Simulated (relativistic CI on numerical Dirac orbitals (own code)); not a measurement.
**Re⁵⁹⁺: how the levels respond to the fine-structure constant and the nuclear radius**

How sensitive are the low transitions of Re⁵⁹⁺ to a change of α? Wanted is q = dE/dx with x = (α/α0)² − 1, and the field-shift factor by the mean square nuclear radius, for the lowest 30 levels.

Method: Dirac-Coulomb-Breit CI, KLI orbitals optimised for each configuration, derivatives by finite differences. Code: relativistic CI on numerical Dirac orbitals (own code) version 4.

**1. What is computed**

| Item | Value |
| --- | --- |
| ion | Re⁵⁹⁺ (Re LX) |
| nuclear charge | 75 |
| electrons | 16 |
| isotope | A = 187 |
| first configuration | [Ne] 3s2 3p4 |

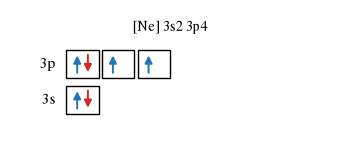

The shells outside the core, filled by Hund's rule for the drawing.

**2. Levels and derivatives**

Settings of the run:

```ini
atom Re  Z=75  charge=59  electrons=16
nucleus A=187  rms_radius_fm=5.3698
hamiltonian dirac-coulomb  breit=on  qed=off  c_scale=1
orbitals kli  potential=per-configuration
slater_scale 1
correlation none
mixing on
configurations
  [Ne] 3s2 3p4
  [Ne] 3s2 3p3 3d
  [Ne] 3s 3p5
  [Ne] 3p6
  [Ne] 3s 3p4 3d
  [Ne] 3s 3p3 3d2
end
derivatives alpha2 +-0.01 radius +-1%
```

Launch:

```console
$ python run_levels.py task.json out
```

One command runs all members of the session, one after another, from task.json.

Main fields of the result record, rounded:

```text
{
  "status": "converged",
  "levels [i, E_cm, J2, conf, term, w_term]": [
    [0, 0, 4, "3s2 3p4", "3P", 0.6832],
    [1, 179803.37, 0, "3s2 3p4", "1S", 0.6408],
    [2, 1918839.4, 4, "3s2 3p3 3d", "3D*", 0.3176],
    [3, 1989891, 0, "3s2 3p3 3d", "3P*", 0.6196],
    [4, 1991348.8, 2, "3s2 3p3 3d", "3D*", 0.3311],
    [5, 1994948.3, 6, "3s2 3p3 3d", "3F*", 0.2762],
    [6, 2642206.8, 8, "3s2 3p3 3d", "3F*", 0.4991],
    [7, 2700950.1, 4, "3s2 3p3 3d", "3D*", 0.3386],
    [8, 2862403.7, 6, "3s2 3p3 3d", "3D*", 0.4246],
    [9, 2953920.7, 2, "3s2 3p3 3d", "3D*", 0.3506],
    [10, 2990365.9, 2, "3s2 3p4", "3P", 0.995],
    [11, 3071521.1, 4, "3s2 3p4", "1D", 0.6815],
    [12, 4506370.6, 4, "3s 3p5", "3P*", 0.846],
    [13, 4678361.9, 2, "3s 3p5", "1P*", 0.3339],
    [14, 4817601.7, 4, "3s2 3p3 3d", "3F*", 0.4416],
    [15, 4827698.3, 0, "3s2 3p3 3d", "5D*", 0.5331],
    [16, 4843781.1, 2, "3s2 3p3 3d", "3D*", 0.4468],
    [17, 4884470.1, 6, "3s2 3p3 3d", "3G*", 0.339],
    [18, 4953642, 8, "3s2 3p3 3d", "3G*", 0.4979],
    [19, 5085587, 4, "3s2 3p3 3d", "3F*", 0.6559],
    [20, 5186885.7, 6, "3s2 3p3 3d", "3D*", 0.4008],
    [21, 5251406.5, 4, "3s2 3p3 3d", "3D*", 0.2978],
    [22, 5303112, 2, "3s2 3p3 3d", "3S*", 0.3662],
    [23, 5432023.5, 2, "3s2 3p3 3d", "3D*", 0.3833],
    [24, 5500538.5, 6, "3s2 3p3 3d", "3D*", 0.5257],
    [25, 5505438.7, 8, "3s2 3p3 3d", "5D*", 0.5262],
    [26, 5609716.6, 8, "3s2 3p3 3d", "3F*", 0.7156],
    [27, 5637253.1, 2, "3s2 3p3 3d", "3D*", 0.4458],
    [28, 5639381.4, 10, "3s2 3p3 3d", "3G*", 0.9954],
    [29, 5654398.2, 0, "3s2 3p3 3d", "1S*", 0.5245]
  ],
  "sensitivity [i, q_alpha_cm, field_shift_GHz_per_fm2]": [
    [0, 0, 0],
    [1, 1.07e+04, 0.05855],
    [2, 1.244e+05, 19.84],
    [3, 1.356e+05, 20.6],
    [4, 1.395e+05, -1.95],
    [5, 1.289e+05, 25.86],
    [6, 8.212e+05, 45.74],
    [7, 8.65e+05, -30.61],
    [8, 8.484e+05, 33.31],
    [9, 8.653e+05, 19.22],
    [10, 3.72e+06, -556.3],
    [11, 3.713e+06, -558.3],
    [12, 4.052e+06, -7366],
    [13, 3.984e+06, -5015],
    [14, 3.827e+06, -540.7],
    [15, 3.835e+06, -558.1],
    [16, 3.875e+06, -1687],
    [17, 3.827e+06, -529.5],
    [18, 3.809e+06, -527.4],
    [19, 3.83e+06, -612.2],
    [20, 3.841e+06, -540.8],
    [21, 3.889e+06, -1310],
    [22, 3.925e+06, -1601],
    [23, 3.906e+06, -1641],
    [24, 4.53e+06, -518.4],
    [25, 4.522e+06, -512.7],
    [26, 4.525e+06, -518.3],
    [27, 4.563e+06, -631.5],
    [28, 4.518e+06, -512.8],
    [29, 4.564e+06, -623]
  ],
  "n_levels_all": 30,
  "configurations [conf, odd, states]": [
    ["3s2 3p4", 0, 15],
    ["3s2 3p3 3d", 1, 200],
    ["3s 3p5", 1, 12],
    ["3p6", 0, 1],
    ["3s 3p4 3d", 0, 300],
    ["3s 3p3 3d2", 1, 1800]
  ]
}
```

It took 0.74 s on 1 thread of Neoverse-V2, shared host.

The relative sensitivity K = 2q/E of the transition from the lowest level:

```
                            level  energy (eV)   q (cm⁻¹)      K  field shift (GHz/fm²)
                3p4 [3p3/2^2] J=0        22.29      10700  0.119                 0.0585
        3p3 3d [3p3/2 3d3/2] J=2°       237.91     124400  0.130                   19.8
        3p3 3d [3p3/2 3d3/2] J=0°       246.72     135600  0.136                   20.6
        3p3 3d [3p3/2 3d3/2] J=1°       246.90     139500  0.140                  -1.95
        3p3 3d [3p3/2 3d3/2] J=3°       247.34     128900  0.129                   25.9
        3p3 3d [3p3/2 3d5/2] J=4°       327.59     821200  0.622                   45.7
        3p3 3d [3p3/2 3d5/2] J=2°       334.88     865000  0.640                  -30.6
        3p3 3d [3p3/2 3d5/2] J=3°       354.89     848400  0.593                   33.3
        3p3 3d [3p3/2 3d5/2] J=1°       366.24     865300  0.586                   19.2
                          3p4 3P1       370.76  3.720e+06  2.488                   -556
          3p4 [3p1/2 3p3/2^3] J=2       380.82  3.713e+06  2.418                   -558
                      3s 3p5 3P°2       558.72  4.052e+06  1.798              -7.37e+03
         3s 3p5 [3s 3p3/2^3] J=1°       580.04  3.984e+06  1.703              -5.02e+03
3p3 3d [3p1/2 3p3/2^2 3d3/2] J=2°       597.31  3.827e+06  1.589                   -541
3p3 3d [3p1/2 3p3/2^2 3d3/2] J=0°       598.56  3.835e+06  1.589                   -558
3p3 3d [3p1/2 3p3/2^2 3d3/2] J=1°       600.55  3.875e+06  1.600              -1.69e+03
3p3 3d [3p1/2 3p3/2^2 3d3/2] J=3°       605.60  3.827e+06  1.567                   -530
```

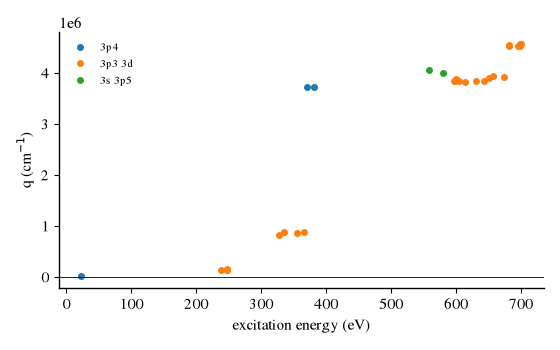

q against excitation energy, by configuration.

**3. What came out**

| quantity | value |
| --- | --- |
| lowest level | 3p4 [3p3/2^2] J=2 |
| largest q in size, lowest 30 levels | 4.564e+06 cm⁻¹ (3p3 3d [3p1/2 3p3/2^2 3d5/2] J=0°) |
| largest K in size within the lowest configuration | 2.49 (3p4 3P1) |
| largest field-shift factor among them | -7.37e+03 GHz/fm² (3s 3p5 3P°2) |

Among these levels the largest q belongs to 3p3 3d [3p1/2 3p3/2^2 3d5/2] J=0°, a change of configuration. K = 2q/E, the relative sensitivity of a level, hangs on the computed energy: between configurations that lie close it can be off by a factor of several.
